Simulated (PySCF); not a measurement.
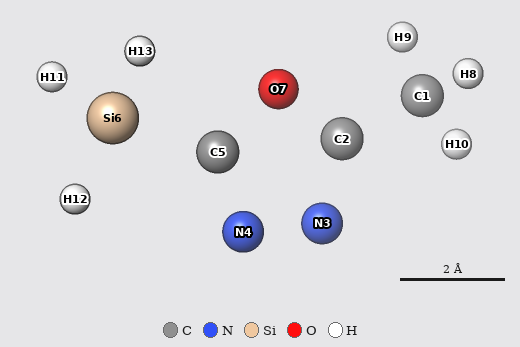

Figure 1. The structure (ball-and-stick view, seen at a tilt; atoms are numbered from 1 in the order of the input). Sticks are drawn by distance; a stretched bond gets none, so the picture shows separate pieces.

# Excited-state calculation of C$_{3}$H$_{6}$N$_{2}$OSi

C$_{3}$H$_{6}$N$_{2}$OSi, computed with TDA KT2/def2-SVPD, vertical, gas phase, core orbitals frozen in the response (PySCF 2.14.0).

Some settings of this run were made unusual or wrong on purpose. The geometry comes from this level: GFN2-xTB, altered.

Input file
```
{"job": {"kind": "uv", "xc": "KT2", "basis": "def2-SVPD", "nstates": 3, "ntriplets": 0, "tda": true, "scf": {"max_cycle": 89}}, "charge": 0, "multiplicity": 1}
C     -3.307438     0.130541     0.523284
C     -1.565242    -0.219842    -0.204030
N     -1.188719    -1.076332    -1.599887
N      0.556816    -1.058417    -1.760297
C      1.180711    -0.195979    -0.458318
Si     3.515227     0.258238     0.084356
O     -0.116371     0.379764     0.591569
H     -3.649966     1.490817     0.326625
H     -3.314272    -0.134148     1.912934
H     -4.250566    -0.687419    -0.133923
H      3.993952    -0.876960     1.535037
H      4.534481    -0.088876    -1.472387
H      3.605681     2.079246     0.631990
```

The first line tells a small driver script what to run in PySCF; the rest is the geometry in Å.

Hardware: 1 CPU thread, shared host.

Run as:
```bash
OMP_NUM_THREADS=1 python <driver script> task.json out
```

Log
```
final grid: 110976 points
cycle   1  E = -598.3929499656  dE = -8.077e-01  |g| = 9.392e-01  |ddm| = 3.292e+00
cycle   2  E = -593.5993492004  dE =  4.794e+00  |g| = 3.532e+00  |ddm| = 4.013e+00
cycle   3  E = -598.5474404124  dE = -4.948e+00  |g| = 5.075e-01  |ddm| = 3.659e+00
cycle   4  E = -598.1972298162  dE =  3.502e-01  |g| = 1.237e+00  |ddm| = 1.297e+00
cycle   5  E = -598.5852151098  dE = -3.880e-01  |g| = 3.560e-01  |ddm| = 1.096e+00
cycle   6  E = -598.6043929609  dE = -1.918e-02  |g| = 2.391e-01  |ddm| = 4.845e-01
cycle   7  E = -598.6192645678  dE = -1.487e-02  |g| = 1.147e-01  |ddm| = 2.772e-01
cycle   8  E = -598.6214182923  dE = -2.154e-03  |g| = 7.418e-02  |ddm| = 1.246e-01
cycle   9  E = -598.6226605755  dE = -1.242e-03  |g| = 2.624e-02  |ddm| = 6.869e-02
cycle  10  E = -598.6228369309  dE = -1.764e-04  |g| = 1.447e-02  |ddm| = 2.942e-02
cycle  11  E = -598.6228652399  dE = -2.831e-05  |g| = 9.323e-03  |ddm| = 1.572e-02
cycle  12  E = -598.6228840347  dE = -1.879e-05  |g| = 5.708e-03  |ddm| = 1.219e-02
cycle  13  E = -598.6228919949  dE = -7.960e-06  |g| = 1.468e-03  |ddm| = 5.276e-03
cycle  14  E = -598.6228926619  dE = -6.669e-07  |g| = 5.742e-04  |ddm| = 2.459e-03
cycle  15  E = -598.6228926980  dE = -3.615e-08  |g| = 5.520e-04  |ddm| = 1.066e-03
cycle  16  E = -598.6228927836  dE = -8.555e-08  |g| = 1.947e-04  |ddm| = 6.110e-04
cycle  17  E = -598.6228927759  dE =  7.643e-09  |g| = 2.686e-04  |ddm| = 2.966e-04
cycle  18  E = -598.6228927866  dE = -1.069e-08  |g| = 1.525e-04  |ddm| = 2.859e-04
cycle  19  E = -598.6228927932  dE = -6.556e-09  |g| = 6.870e-05  |ddm| = 1.898e-04
cycle  20  E = -598.6228927945  dE = -1.382e-09  |g| = 1.518e-05  |ddm| = 6.704e-05
cycle  21  E = -598.6228927945  dE =  3.706e-11  |g| = 1.954e-05  |ddm| = 2.887e-05
converged SCF energy = -598.6228927945

Static polarisability (au): isotropic 163.561, principal 97.324 134.763 258.596

Singlet excitations
state   eV       nm        f      main configurations
  1   1.9492    636.1   0.00021   H->L 0.99
  2   2.9047    426.8   0.00002   H-1->L 0.99
  3   3.0255    409.8   0.00001   H->L+2 0.98
```

What the run reported

| quantity | value |
| --- | --- |
| outcome | converged |
| total energy | −598.622893 hartree |
| HOMO | −5.89 eV |
| LUMO | −4.05 eV |
| dipole moment | 3.21 D |
| mean polarisability | 163.56 a.u. |
| lowest excitation | 1.95 eV |
| wall time | 67 s |
| peak memory | 0.63 GiB |

What went wrong

Some settings of this run were drawn to be unusual or wrong. It converged; results that depend on the unusual settings are not reference values.
